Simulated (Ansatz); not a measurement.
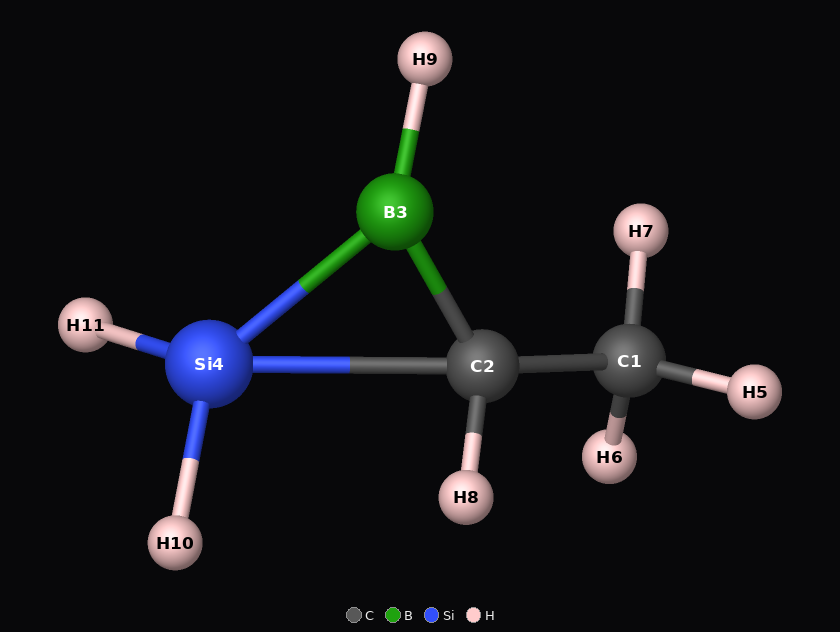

Harmonic vibrations computed with RKS PBE0-D4/def2-TZVP (Ansatz 0.2.0) at a stationary point of the same level.

Q: Minimum or transition state?

A: A minimum: no imaginary frequency, and the lowest mode lies at 146 cm⁻¹.

Q: How many vibrational modes are there, and where do they lie?

A: 27 modes: 146, 183, 281, 339, 498, 556, 605, 676, 746, 792, 895, 926, 980, 1037, 1067, 1208, 1390, 1396, 1480, 1486, 2207, 2253, 2685, 3038, 3078, 3099, 3137 cm⁻¹.
